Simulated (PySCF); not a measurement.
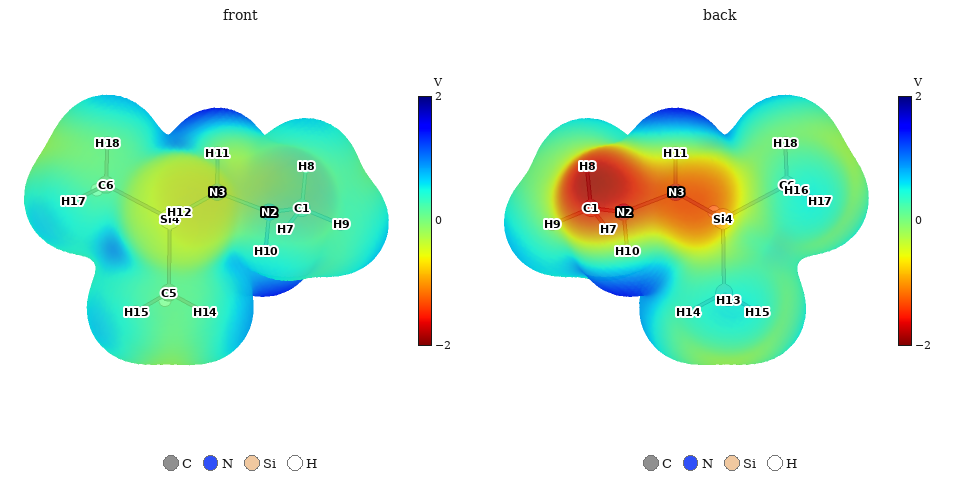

Figure. C3H12N2Si (SMILES CNN[SiH](C)C). The electrostatic potential painted on the density surface at 0.002 e/bohr³, seen from the front and from behind; the colour scale runs from red (negative) to blue (positive).

Geometry: GFN2-xTB.

These are results of PBE0/pcSseg-1, SCF density, gas phase, non-relativistic in PySCF, not measurements.

Input

```
{"job": {"kind": "nmr", "xc": "PBE0", "basis": "pcSseg-1"}, "charge": 0, "multiplicity": 1}
C      2.340909    -0.958193     0.712595
N      1.668663    -0.780822    -0.563629
N      0.800951     0.339312    -0.597244
Si    -0.637894     0.519467     0.348633
C     -1.611723    -1.098908     0.130440
C     -1.532609     2.012289    -0.394912
H      1.650154    -1.077190     1.557003
H      2.965344    -0.083738     0.895897
H      2.977787    -1.837433     0.640255
H      1.096114    -1.598930    -0.758016
H      1.335946     1.162273    -0.839354
H     -0.444567     0.747127     1.799786
H     -1.723290    -1.355817    -0.919238
H     -1.120678    -1.932824     0.624271
H     -2.606998    -1.016700     0.555256
H     -1.721095     1.881865    -1.455085
H     -2.488064     2.160989     0.095407
H     -0.957709     2.923552    -0.270381
```

Launched as:

```sh
OMP_NUM_THREADS=1 python probes_run.py task.json out
```

Describe the electrostatic potential map.

The most negative region (about −1.7 V) lies over N2, the most positive (about +1.4 V) over H10 and H11. N2 is the likeliest acceptor of a hydrogen bond.

How polar is the molecule by this calculation?

Its dipole moment is 0.75 D.
